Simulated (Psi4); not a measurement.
# One shape, several levels: SiH4 (silane)

Aim: a comparison of 4 runs (HF/3-21G, M06-2X/STO-3G, B3LYP/6-31G*, U-wB97X-D/aug-cc-pV(T+d)Z) of SiH4 (silane). 

Program for the calculation: Psi4 1.11.

2 further runs of the same task are left out: 1 that didn't finish, 1 set aside as unsound or not needed.

## (1) The system as given

The species is SiH4 (5 atoms), meant as a singlet with charge 0. SMILES: `[SiH4]`. Geometry: relaxed at PBE0-D4/def2-TZVP.

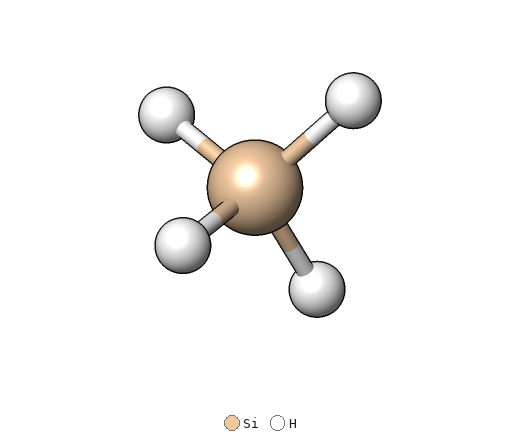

Viewed from a chosen angle; silicon light orange, hydrogen white.

## (2) Energy and forces at HF/3-21G (run 1)

Input file input.json:

```json
{
  "schema_name": "qcschema_input",
  "schema_version": 1,
  "molecule": {
    "schema_name": "qcschema_molecule",
    "schema_version": 2,
    "symbols": ["Si", "H", "H", "H", "H"],
    "geometry": [0.0, 0.0, -0.00018897, 1.828499, -1.30088746, 1.683557, -2.51522547, 0.0848487, 1.23966034, -0.19861022, -1.39896425, -2.42376273, 0.88533669, 2.61500301, -0.49926564],
    "molecular_charge": 0,
    "molecular_multiplicity": 1,
    "fix_symmetry": "c1"
  },
  "driver": "gradient",
  "model": {
    "method": "scf",
    "basis": "3-21G"
  },
  "keywords": {
    "puream": true,
    "e_convergence": 1e-09,
    "d_convergence": 1e-08,
    "scf_type": "pk"
  }
}
```

Run with:

```bash
psi4 --qcschema input.json -n 1 --memory 1600MB
```

stdout:

```text
[...]
  Running in c1 symmetry.
[...]
  Nuclear repulsion =   21.270588284971325
[...]
  Multiplicity = 1
[...]
  Nalpha       = 9
  Nbeta        = 9
[...]
    Number of basis functions: 21
[...]
   @RHF iter   1:  -289.67677227535813   -5.34261e-01   4.07744e-03 ADIIS/DIIS
[...]
   @RHF iter   7:  -289.68697645943092   -1.27329e-11   6.38399e-09 DIIS
[...]
  @RHF Final Energy:  -289.68697645943092
   => Energetics <=
    Nuclear Repulsion Energy =             21.2705882849713248
    One-Electron Energy =                -443.5291327863391757
    Two-Electron Energy =                 132.5715680419368994
    Total Energy =                       -289.6869764594309800
[...]
 Multipole Moments:
 ------------------------------------------------------------------------------------
     Multipole            Electronic (a.u.)      Nuclear  (a.u.)        Total (a.u.)
 ------------------------------------------------------------------------------------
 L = 1.  Multiply by 2.5417464519 to convert [e a0] to [Debye]
 Dipole X            :         -0.0000014            0.0000000           -0.0000014
 Dipole Y            :         -0.0000085            0.0000000           -0.0000085
 Dipole Z            :         -0.0006712            0.0004094           -0.0002618
 Magnitude           :                                                    0.0002620
[...]
  -Total Gradient:
     Atom            X                  Y                   Z
    ------   -----------------  -----------------  -----------------
       1       -0.000002883460    -0.000017124096    -0.000035631153
       2       -0.000522235827     0.000368506786    -0.000465960621
       3        0.000711365790    -0.000027862286    -0.000337762648
       4        0.000055919561     0.000395993278     0.000694354840
       5       -0.000242166065    -0.000719513682     0.000144999582
[...]
```

The result, in JSON:

```text
{
 "driver": "gradient",
 "model": {
  "method": "scf",
  "basis": "3-21G"
 },
 "success": true,
 "return_result": [-2.883459622234118e-06, -1.712409571361426e-05, -3.563115305337493e-05, -0.0005222358273622996, 0.00036850678593952635, -0.00046596062133397176, 0.0007113657903248805, -2.78622859803037e-05, -0.00033776264752702345, 5.591956118712778e-05, 0.0003959932781345127, 0.0006943548396290966, -0.00024216606452569928, -0.0007195136823973658, 0.00014499958227931486],
 "properties": {
  "calcinfo_nbasis": 21,
  "calcinfo_nmo": 21,
  "calcinfo_nalpha": 9,
  "calcinfo_nbeta": 9,
  "calcinfo_natom": 5,
  "nuclear_repulsion_energy": 21.270588284971325,
  "return_energy": -289.6869764594309,
  "return_gradient": [-2.883459622234118e-06, -1.712409571361426e-05, -3.563115305337493e-05, -0.0005222358273622996, 0.00036850678593952635, -0.00046596062133397176, 0.0007113657903248805, -2.78622859803037e-05, -0.00033776264752702345, 5.591956118712778e-05, 0.0003959932781345127, 0.0006943548396290966, -0.00024216606452569928, -0.0007195136823973658, 0.00014499958227931486],
  "scf_one_electron_energy": -443.5291327863392,
  "scf_two_electron_energy": 132.5715680419369,
  "scf_dipole_moment": [-1.4351883240171226e-06, -8.528779151334431e-06, -0.00026182730678361854],
  "scf_total_energy": -289.6869764594309,
  "scf_total_gradient": [-2.883459622234118e-06, -1.712409571361426e-05, -3.563115305337493e-05, -0.0005222358273622996, 0.00036850678593952635, -0.00046596062133397176, 0.0007113657903248805, -2.78622859803037e-05, -0.00033776264752702345, 5.591956118712778e-05, 0.0003959932781345127, 0.0006943548396290966, -0.00024216606452569928, -0.0007195136823973658, 0.00014499958227931486],
  "scf_iterations": 7
 }
}
```

Run time: 1.8 s. Hardware: 1 thread of Intel Xeon Platinum 8259CL at 2.50GHz (Skylake/Cascade Lake), shared host; peak memory 0.18 GiB.

## (3) The energy at M06-2X/STO-3G (run 2)

Input file h4si.xyz:

```xyz
5
H4Si
Si     0.000000     0.000000    -0.000100
H      0.967600    -0.688400     0.890900
H     -1.331000     0.044900     0.656000
H     -0.105100    -0.740300    -1.282600
H      0.468500     1.383800    -0.264200
```

Input file calc.py:

```python
import psi4

psi4.set_memory('1600 MB')
psi4.set_num_threads(1)
psi4.core.set_output_file('psi4.out', False)

with open('h4si.xyz') as f:
    atoms = ''.join(f.readlines()[2:])
m = psi4.geometry('0 1\n' + atoms + 'symmetry c1\nno_reorient\nno_com')

psi4.set_options({
    'basis': 'STO-3G',
    'reference': 'rks',
    'puream': True,
    'e_convergence': 1e-09,
    'd_convergence': 1e-08,
    'scf_type': 'pk',
    'dft_radial_points': 99,
    'dft_spherical_points': 590,
})

E = psi4.energy('M06-2X', molecule=m)
print(f'M06-2X energy: {E:.10f} Eh')
```

Run with:

```bash
python calc.py
```

psi4.out:

```text
[...]
  Running in c1 symmetry.
[...]
  Nuclear repulsion =   21.270588269772578
[...]
  Multiplicity = 1
[...]
  Nalpha       = 9
  Nbeta        = 9
[...]
    Number of basis functions: 13
[...]
   @RKS iter   1:  -288.50529007591842   -1.09589e+00   8.75940e-03 ADIIS/DIIS
[...]
   @RKS iter   6:  -288.51613625741112   -3.41061e-13   4.34648e-09 DIIS
[...]
    Orbital Energies [Eh]
    ---------------------
    Doubly Occupied:
       1A    -66.258386     2A     -5.370902     3A     -3.592280
       4A     -3.592280     5A     -3.592280     6A     -0.572548
       7A     -0.344767     8A     -0.344743     9A     -0.344725
[...]
  @RKS Final Energy:  -288.51613625741112
   => Energetics <=
    Nuclear Repulsion Energy =             21.2705882697725777
    One-Electron Energy =                -442.8521576461064910
    Two-Electron Energy =                 143.7185763122459150
    DFT Exchange-Correlation Energy =     -10.6531431933231566
    Empirical Dispersion Energy =           0.0000000000000000
    VV10 Nonlocal Energy =                  0.0000000000000000
    Total Energy =                       -288.5161362574111195
[...]
 Multipole Moments:
 ------------------------------------------------------------------------------------
     Multipole            Electronic (a.u.)      Nuclear  (a.u.)        Total (a.u.)
 ------------------------------------------------------------------------------------
 L = 1.  Multiply by 2.5417464519 to convert [e a0] to [Debye]
 Dipole X            :          0.0000019            0.0000000            0.0000019
 Dipole Y            :          0.0000091            0.0000000            0.0000091
 Dipole Z            :          0.0022441           -0.0024566           -0.0002125
 Magnitude           :                                                    0.0002127
[...]
```

The script printed:

```text
M06-2X energy: -288.5161362574 Eh
```

Run time: 6.6 s. Hardware: 1 thread of Intel Xeon Platinum 8259CL at 2.50GHz (Skylake/Cascade Lake), shared host; peak memory 0.47 GiB.

Run 3 isn't shown in full; the table further down has it.

## (4) Energy and one-electron properties at U-wB97X-D/aug-cc-pV(T+d)Z (density fitting) (run 4)

Input file job.in:

```
memory 1600 mb

molecule geom {
  0 1
  Si     0.00000000     0.00000000    -0.00018897
  H      1.82849900    -1.30088746     1.68355700
  H     -2.51522547     0.08484870     1.23966034
  H     -0.19861022    -1.39896425    -2.42376273
  H      0.88533669     2.61500301    -0.49926564
  units au
}

set {
  basis     aug-cc-pV(T+d)Z
  reference uks
  scf_type  disk_df
}

e_tot, wfn = energy('wb97x-d', return_wfn=True)
oeprop(wfn, 'MULLIKEN_CHARGES', 'MULTIPOLE(3)', 'MBIS_CHARGES', title='WB97X-D')
```

Run with:

```bash
psi4 -n 1 job.in job.out
```

job.out:

```text
[...]
  Running in c1 symmetry.
[...]
  Nuclear repulsion =   21.270588284971325
[...]
  Multiplicity = 1
[...]
  Nalpha       = 9
  Nbeta        = 9
[...]
    Number of basis functions: 147
[...]
   @DF-UKS iter   1:  -291.86737586675071   -4.58338e-01   1.61178e-03 ADIIS/DIIS
[...]
   @DF-UKS iter   6:  -291.89222848236545   -2.25249e-07   2.80228e-07 DIIS
[...]
   @S^2 Observed:               -4.369837825E-13
[...]
  @DF-UKS Final Energy:  -291.89222848236545
   => Energetics <=
    Nuclear Repulsion Energy =             21.2705882849713248
    One-Electron Energy =                -445.7315762549549163
    Two-Electron Energy =                 148.5920512101757538
    DFT Exchange-Correlation Energy =     -16.0222898234520166
    Empirical Dispersion Energy =          -0.0010018991055894
    VV10 Nonlocal Energy =                  0.0000000000000000
    Total Energy =                       -291.8922284823654536
[...]
 Multipole Moments:
 ------------------------------------------------------------------------------------
     Multipole            Electronic (a.u.)      Nuclear  (a.u.)        Total (a.u.)
 ------------------------------------------------------------------------------------
 L = 1.  Multiply by 2.5417464519 to convert [e a0] to [Debye]
 Dipole X            :         -0.0000085            0.0000000           -0.0000085
 Dipole Y            :         -0.0000102            0.0000000           -0.0000102
 Dipole Z            :         -0.0005901            0.0004094           -0.0001807
 Magnitude           :                                                    0.0001812
 L = 2.  Multiply by 1.3450342976 to convert [e a0^2] to [Debye ang]
 Quadrupole XX       :        -22.7594514           10.4930348          -12.2664165
 Quadrupole XY       :         -0.0008898            0.0009217            0.0000318
[...]
```

Wall time 17 s (1 thread of Intel Xeon Platinum 8259CL at 2.50GHz (Skylake/Cascade Lake), shared host); peak memory 0.97 GiB.

Atomic charges (e):

| atom | MBIS | Mulliken |
| --- | --- | --- |
| Si1 | +0.791 | +1.003 |
| H2 | -0.198 | -0.251 |
| H3 | -0.198 | -0.251 |
| H4 | -0.198 | -0.251 |
| H5 | -0.198 | -0.251 |

## (5) Overview of the runs

| run | level | task | integration grid | energy (Eh) | dipole moment (D) | HOMO energy (eV) | LUMO energy (eV) | wall time |
| --- | --- | --- | --- | --- | --- | --- | --- | --- |
| 1 | HF/3-21G | gradient | – | -289.686976 | 0.00 | -13.18 | 5.00 | 1.8 s |
| 2 | M06-2X/STO-3G | energy | 99 radial × 590 angular | -288.516136 | 0.00 | -9.38 | 9.77 | 6.6 s |
| 3 | B3LYP/6-31G* (spherical functions) | energy | 99 radial × 590 angular | -291.881964 | 0.00 | -9.61 | 1.40 | 5.4 s |
| 4 | U-wB97X-D/aug-cc-pV(T+d)Z (density fitting) | properties | 75 radial × 302 angular | -291.892228 | 0.00 | -11.81 | 0.89 | 17 s |

## (6) Outcome

```
                quantity          value
     run 4: total energy  -291.89223 Eh
    run 4: dipole moment         0.00 D
      run 4: HOMO energy      -11.81 eV
      run 4: LUMO energy        0.89 eV
    run 4: HOMO–LUMO gap       12.70 eV
run 4: dispersion energy   -2.63 kJ/mol
```

The HOMO–LUMO gap runs from 11.00 eV (B3LYP/6-31G*) to 19.15 eV (M06-2X/STO-3G). The two ends differ in method and basis. Totals of different functionals can't be ranked against each other. In run 2 the basis is minimal, so the values are rough. All runs together took 30 s, the longest 17 s.
